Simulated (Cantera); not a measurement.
Input: 1 mol Si3N4, 0.0051 mol H2O, 300 mol H2, equilibrated at 1.33 mbar.

Method: chemical equilibrium by Gibbs-energy minimisation in Cantera with the NASA 1993 tables (ideal gas, pure condensed phases). Candidate condensed phases: H2O, Si, SiO2, Si2N2O, Si3N4; 35 gas species. Gases not in the tables: Si2H6 and higher silanes. The numbers say what is thermodynamically allowed, not how fast it happens.

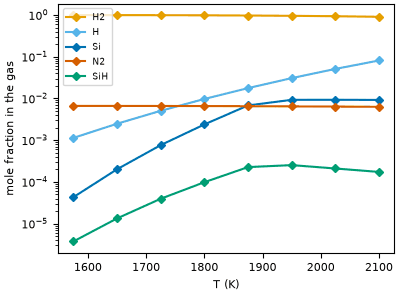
Equilibrium gas composition (values under 1e-9 drawn at 1e-9)

### Question
Read off the mole fractions at 1650 K.

### Answer
H2 about 0.99, N2 about 0.0066, H about 0.0025, Si about 0.00020, SiH about 1.3e-5.
